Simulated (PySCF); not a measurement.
```xyz
19

C     0.2842    2.8201   -0.0937
Si    0.2047    1.0329   -0.7414
C    -1.5319    0.2792   -0.4534
C    -1.3921   -1.2154   -0.1718
C    -0.4841   -1.4699    1.0299
Si    1.1710   -0.5132    0.7306
P     2.5698   -2.0535   -0.1466
H     1.2664    3.2499   -0.2560
H    -0.4364    3.4506   -0.6042
H     0.0725    2.8706    0.9694
H     0.4560    1.0724   -2.1965
H    -2.0132    0.7571    0.4018
H    -2.1923    0.4287   -1.3075
H    -0.9689   -1.7079   -1.0525
H    -2.3773   -1.6588    0.0059
H    -0.3198   -2.5416    1.1535
H    -0.9814   -1.1152    1.9343
H     3.6265   -1.1717   -0.2854
H     3.0365   -2.5049    1.0760
```

Geometry: GFN2-xTB.

Computed with UKS B3LYP, pcH-1 on C H P Si, non-relativistic, mean-field spin-orbit, GIAO in PySCF 2.14.0, density-fitted response routines.

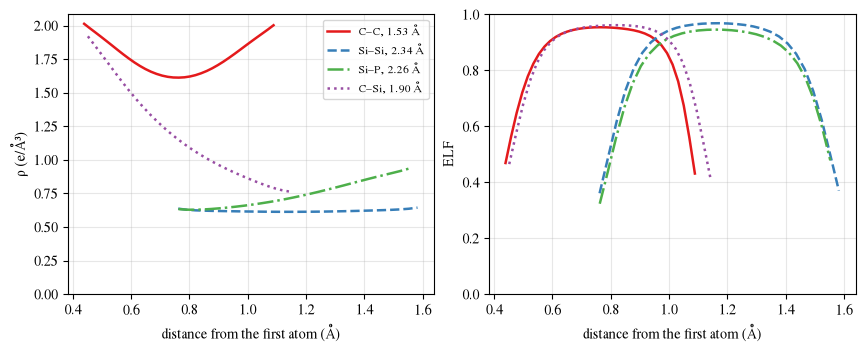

C$_{4}$H$_{12}$PSi$_{2}$ (doublet). Electron density and electron localisation function along straight lines between neighbouring atoms. The curves leave out the atomic cores.

Q: Compare the contacts.

A: C–C (1.53 Å): ρ at the midpoint is about 1.6 e/Å³; the ELF peaks at about 0.95 between the atoms; a shared electron pair.
Si–Si (2.34 Å): ρ is about 0.61 e/Å³ halfway; the ELF peaks at about 0.95 between the atoms, as expected for a covalent bond.
Si–P (2.26 Å): the density is about 0.71 e/Å³ at the midpoint, with its minimum of 0.63 e/Å³ about 0.8 Å from Si; the ELF peaks at about 0.95 between the atoms: a covalent bond.
C–Si (1.90 Å): the density is about 0.91 e/Å³ at the midpoint; the ELF peaks at about 0.95 between the atoms; localised, covalent bonding.
